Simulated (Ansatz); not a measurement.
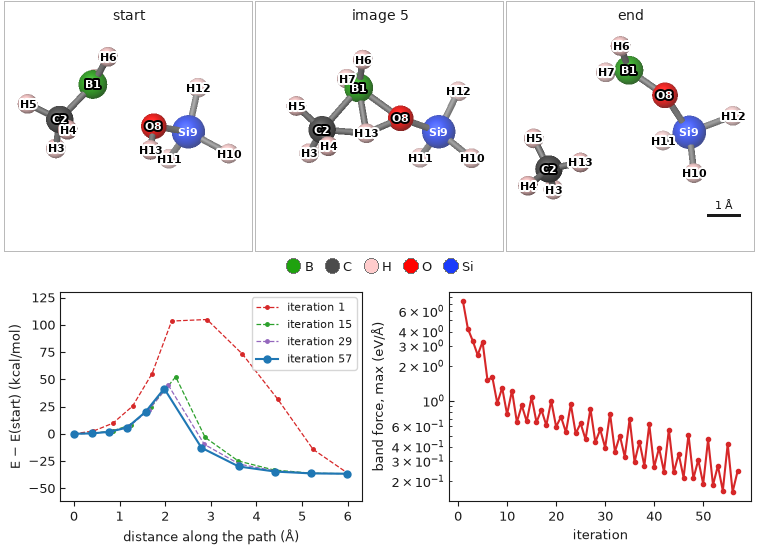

A search for the minimum-energy path of CH₉BOSi, made up at the start of CH$_{5}$B and SiH4O by the nudged elastic band. Images are numbered from 0 (start) to 10 (end). The plot follows the band through its iterations. The picture is a ball-and-stick view, seen at a tilt.

The calculation used RHF/6-31G* (Ansatz 0.2.0). Set-up: 9 movable images; climbing image from the first iteration; force threshold 0.05 eV/Å; iteration limit 57; optimiser L-BFGS; starting path through a guess of the saddle point.

Judge this run.

The result isn't final. The band hadn't converged when the run stopped after 57 iterations. The largest component of the band force went from 7.3 to 0.24 eV/Å. The barrier read from it is provisional, though the highest image hardly moved in the last two iterations. The first iteration put the highest image at 104.9 kcal/mol. The energy climbs by 41.5 kcal/mol to image 5 and then falls by 78.1 kcal/mol, so the end point sits at −36.6 kcal/mol.

Limits of the set-up: the start holds two separate molecules, 2.3 Å apart at their closest, whose relative position is a soft coordinate and is computed without a dispersion correction; Hartree-Fock leaves out electron correlation.
